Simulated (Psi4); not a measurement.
Run report: CO2, molecular dynamics (part 1 of 2)

The run: molecular dynamics of CO2, SMILES O=C=O. Method and program: BP86/def2-SVP, RKS (Psi4 1.11).

The geometry comes from this level: PBE0-D4/def2-TZVP.

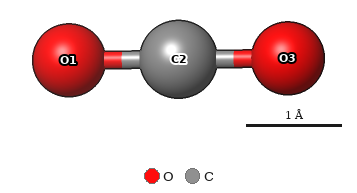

Fig. 1: The input geometry (ball-and-stick view, seen on its broad side; atoms are numbered from 1 in the order of the input).

**Key numbers**

| quantity | value |
| --- | --- |
| outcome | finished |
| trajectory | 26 frames kept |
| potential energy (last step) | −188.449842 hartree |
| basis functions (last step) | 42 |
| HOMO (last step) | −8.87 eV |
| LUMO (last step) | −1.20 eV |
| dipole moment (last step) | 0.19 D |
| hardware | 1 thread of AMD EPYC (Zen 5), 16 GiB of memory available, shared host |
| wall time | 21 s |
| peak memory | 0.5 GiB |

**Input file (run_ase.py)**
```python
import numpy as np
from ase.calculators.psi4 import Psi4
from ase import Atoms
from ase import units
from ase.md.velocitydistribution import MaxwellBoltzmannDistribution, Stationary
from ase.md.verlet import VelocityVerlet

atoms = Atoms(['O', 'C', 'O'], positions=[
    [0.371620, -1.091900, 0.088230],
    [0.000120, 0.000050, 0.000070],
    [-0.371750, 1.091850, -0.088290],
])
calc = Psi4(atoms=atoms, method='bp86', basis='def2-SVP', memory='1600MB', num_threads=1, charge=0, multiplicity=1, label='co2', reference='rks')
atoms.calc = calc

MaxwellBoltzmannDistribution(atoms, temperature_K=600.0, rng=np.random.default_rng(125))
Stationary(atoms)
dyn = VelocityVerlet(atoms, 0.25 * units.fs)
def show():
    ep, ek = atoms.get_potential_energy(), atoms.get_kinetic_energy()
    print(f'step {dyn.nsteps:3d}  Epot {ep:14.6f}  Ekin {ek:9.6f}  Etot {ep + ek:14.6f} eV  T {atoms.get_temperature():7.1f} K')
dyn.attach(show)
dyn.run(25)
```

Command:
```bash
python run_ase.py
```

**What the program printed**
```
gradient() will perform analytic gradient computation.

   => Loading Basis Set <=

    Name: DEF2-SVP
    Role: ORBITAL
    Keyword: BASIS

         ---------------------------------------------------------
                                   SCF
                              RKS Reference
                        1 Threads,   1525 MiB Core
         ---------------------------------------------------------

  ==> Geometry <==

    Molecular point group: c1
    Full point group: C1

    Geometry (in Angstrom), charge = 0, multiplicity = 1:

       Center              X                  Y                   Z               Mass
    ------------   -----------------  -----------------  -----------------  -----------------
         O            0.282953100793    -1.156036918130     0.116459841644    15.994914619570
         C            0.057060627989     0.021144862397     0.000303066965    12.000000000000
         O           -0.325762178062     1.140173229276    -0.116687214135    15.994914619570

  Running in c1 symmetry.

  Rotational constants: A =    278.36957  B =      0.36996  C =      0.36947 [cm^-1]
  Rotational constants: A = 8345309.65361  B =  11091.18060  C =  11076.45964 [MHz]
  Nuclear repulsion =   56.652988388740503

  Charge       = 0
  Multiplicity = 1
  Electrons    = 22
  Nalpha       = 11
  Nbeta        = 11

  ==> Algorithm <==

  SCF Algorithm Type is DF.
  DIIS enabled.
  MOM disabled.
  Fractional occupation disabled.
  Guess Type is SAD.
  Energy threshold   = 1.00e-08
  Density threshold  = 1.00e-08
  Integral threshold = 1.00e-12

  ==> Primary Basis <==

  Basis Set: DEF2-SVP
    Blend: DEF2-SVP
    Number of shells: 18
    Number of basis functions: 42
    Number of Cartesian functions: 45
    Spherical Harmonics?: true
    Max angular momentum: 2

  ==> DFT Potential <==

   => LibXC <=

    Version 7.1.2

   => Composite Functional: BP86 <=

    BP86 GGA Exchange-Correlation Functional

    Deriv               =              1
    GGA                 =           TRUE
    Meta                =          FALSE

    Exchange Hybrid     =          FALSE
    MP2 Hybrid          =          FALSE

   => Exchange Functionals <=

    1.0000     XC_GGA_X_B88

   => Correlation Functionals <=

    1.0000     XC_GGA_C_P86

   => LibXC Density Thresholds  <==

    XC_GGA_C_P86:  1.00E-15
    XC_GGA_X_B88:  1.00E-15

   => Molecular Quadrature <=

    Radial Scheme          =       TREUTLER
    Pruning Scheme         =           NONE
    Nuclear Scheme         =       TREUTLER

    Blocking Scheme        =         OCTREE
    BS radius alpha        =              1
    Pruning alpha          =              1
    Radial Points          =             75
    Spherical Points       =            302
    Total Points           =          64491
    Total Blocks           =            546
    Max Points             =            256
    Max Functions          =             41
    Weights Tolerance      =       1.00E-15

   => Loading Basis Set <=

    Name: (DEF2-SVP AUX)
    Role: JKFIT
    Keyword: DF_BASIS_SCF

  ==> Integral Setup <==

  DFHelper Memory: AOs need 0.004 GiB; user supplied 1.046 GiB.
  SCF_SUBTYPE=INCORE selected. In-core MEM_DF algorithm will be used.
  Using in-core AOs.

  ==> MemDFJK: Density-Fitted J/K Matrices <==

    J tasked:                   Yes
    K tasked:                    No
    wK tasked:                   No
    Memory [MiB]:              1071
    Algorithm:                 Core
    Schwarz Cutoff:           1E-12
    Mask sparsity (%):       0.1134
    Fitting Condition:        1E-10

   => Auxiliary Basis Set <=

  Basis Set: (DEF2-SVP AUX)
    Blend: DEF2-UNIVERSAL-JKFIT
    Number of shells: 75
    Number of basis functions: 229
    Number of Cartesian functions: 275
    Spherical Harmonics?: true
    Max angular momentum: 4

  Cached 100.0% of DFT collocation blocks in 0.072 [GiB].

  Minimum eigenvalue in the overlap matrix is 9.6241140166E-03.
  Reciprocal condition number of the overlap matrix is 2.7053400802E-03.
    Using symmetric orthogonalization.

  ==> Pre-Iterations <==

  SCF Guess: Superposition of Atomic Densities via on-the-fly atomic UHF (no occupation information).

   -------------------------
    Irrep   Nso     Nmo
   -------------------------
     A         42      42
   -------------------------
    Total      42      42
   -------------------------

  ==> Iterations <==

                           Total Energy        Delta E     RMS |[F,P]|

   @DF-RKS iter SAD:  -188.07652776976548   -1.88077e+02   0.00000e+00
   @DF-RKS iter   1:  -188.31585841349579   -2.39331e-01   1.44465e-02 ADIIS/DIIS
   @DF-RKS iter   2:  -187.94771287249438    3.68146e-01   2.75559e-02 ADIIS/DIIS
   @DF-RKS iter   3:  -188.44151049448874   -4.93798e-01   3.11786e-03 ADIIS/DIIS
   @DF-RKS iter   4:  -188.44848293516827   -6.97244e-03   1.38806e-03 ADIIS/DIIS
   @DF-RKS iter   5:  -188.44929144902079   -8.08514e-04   8.81722e-04 ADIIS/DIIS
   @DF-RKS iter   6:  -188.44984163557268   -5.50187e-04   3.05744e-05 DIIS
   @DF-RKS iter   7:  -188.44984227425775   -6.38685e-07   5.66818e-06 DIIS
   @DF-RKS iter   8:  -188.44984233501361   -6.07559e-08   1.84281e-07 DIIS
   @DF-RKS iter   9:  -188.44984233503919   -2.55795e-11   2.38746e-08 DIIS
   @DF-RKS iter  10:  -188.44984233503948   -2.84217e-13   4.56190e-09 DIIS
  Energy and wave function converged.

  ==> Post-Iterations <==

   Electrons on quadrature grid:
      Ntotal   =   21.9999998623 ; deviation = -1.377e-07

    Orbital Energies [Eh]
    ---------------------

    Doubly Occupied:

       1A    -18.865897     2A    -18.862899     3A    -10.097661
       4A     -1.044646     5A     -1.005726     6A     -0.497890
       7A     -0.456182     8A     -0.454096     9A     -0.454091
      10A     -0.326339    11A     -0.326001

    Virtual:

      12A     -0.044047    13A     -0.026896    14A      0.035220
      15A      0.322240    16A      0.381807    17A      0.394988
      18A      0.399783    19A      0.664407    20A      0.765561
      21A      0.840595    22A      0.840904    23A      0.944567
      24A      1.016768    25A      1.022482    26A      1.184282
      27A      1.469399    28A      1.469470    29A      1.478136
      30A      1.494179    31A      1.507222    32A      2.459092
      33A      2.459092    34A      2.505994    35A      2.550090
      36A      2.558784    37A      2.644220    38A      2.728268
      39A      3.327308    40A      3.348916    41A      3.376407
      42A      3.696129

    Final Occupation by Irrep:
              A
    DOCC [    11 ]
    NA   [    11 ]
    NB   [    11 ]

  @DF-RKS Final Energy:  -188.44984233503948

   => Energetics <=

    Nuclear Repulsion Energy =             56.6529883887405035
    One-Electron Energy =                -369.3081824939746411
    Two-Electron Energy =                 146.6864734703279396
    DFT Exchange-Correlation Energy =     -22.4811217001332686
    Empirical Dispersion Energy =           0.0000000000000000
    VV10 Nonlocal Energy =                  0.0000000000000000
    Total Energy =                       -188.4498423350394773

Computation Completed

Properties will be evaluated at   0.000000,   0.000000,   0.000000 [a0]

Properties computed using the SCF density matrix

 Multipole Moments:

 ------------------------------------------------------------------------------------
     Multipole            Electronic (a.u.)      Nuclear  (a.u.)        Total (a.u.)
 ------------------------------------------------------------------------------------

 L = 1.  Multiply by 2.5417464519 to convert [e a0] to [Debye]
 Dipole X            :          0.0600376           -0.0002057            0.0598319
 Dipole Y            :          0.0471145           -0.0000762            0.0470383
 Dipole Z            :         -0.0019482           -0.0000011           -0.0019493
 Magnitude           :                                                    0.0761332

 ------------------------------------------------------------------------------------

	total time  =          0 seconds =       0.00 minutes

         ------------------------------------------------------------
                                   SCF GRAD
         ------------------------------------------------------------

  ==> Geometry <==

    Molecular point group: c1
    Full point group: C1

    Geometry (in Angstrom), charge = 0, multiplicity = 1:

       Center              X                  Y                   Z               Mass
    ------------   -----------------  -----------------  -----------------  -----------------
         O            0.282953100793    -1.156036918130     0.116459841644    15.994914619570
         C            0.057060627989     0.021144862397     0.000303066965    12.000000000000
         O           -0.325762178062     1.140173229276    -0.116687214135    15.994914619570

  Nuclear repulsion =   56.652988388740496

  ==> Basis Set <==

  Basis Set: DEF2-SVP
    Blend: DEF2-SVP
    Number of shells: 18
    Number of basis functions: 42
    Number of Cartesian functions: 45
    Spherical Harmonics?: true
    Max angular momentum: 2

  ==> DFJKGrad: Density-Fitted SCF Gradients <==

    Gradient:                    1
    J tasked:                  Yes
    K tasked:                   No
    wK tasked:                  No
    Integrals threads:           1
    Memory [MiB]:             1144
    Schwarz Cutoff:          1E-12
    Fitting Condition:       1E-10

   => Auxiliary Basis Set <=

  Basis Set: (DEF2-SVP AUX)
    Blend: DEF2-UNIVERSAL-JKFIT
    Number of shells: 75
    Number of basis functions: 229
    Number of Cartesian functions: 275
    Spherical Harmonics?: true
    Max angular momentum: 4

  ==> DFT Potential <==

   => LibXC <=

    Version 7.1.2

   => Composite Functional: BP86 <=

    BP86 GGA Exchange-Correlation Functional

    Deriv               =              1
    GGA                 =           TRUE
    Meta                =          FALSE

    Exchange Hybrid     =          FALSE
    MP2 Hybrid          =          FALSE

   => Exchange Functionals <=

    1.0000     XC_GGA_X_B88

   => Correlation Functionals <=

    1.0000     XC_GGA_C_P86

   => LibXC Density Thresholds  <==

    XC_GGA_C_P86:  1.00E-15
    XC_GGA_X_B88:  1.00E-15

   => Molecular Quadrature <=

    Radial Scheme          =       TREUTLER
    Pruning Scheme         =           NONE
    Nuclear Scheme         =       TREUTLER

    Blocking Scheme        =         OCTREE
    BS radius alpha        =              1
    Pruning alpha          =              1
    Radial Points          =             75
    Spherical Points       =            302
    Total Points           =          64491
    Total Blocks           =            546
    Max Points             =            256
    Max Functions          =             41
    Weights Tolerance      =       1.00E-15

  -Total Gradient:
     Atom            X                  Y                   Z
    ------   -----------------  -----------------  -----------------
       1        0.000504905161    -0.051091122945     0.004677782957
       2        0.016660493631     0.029545457783    -0.002042329921
       3       -0.017153947602     0.021548277524    -0.002635243507

	total time  =          1 seconds =       0.02 minutes
```
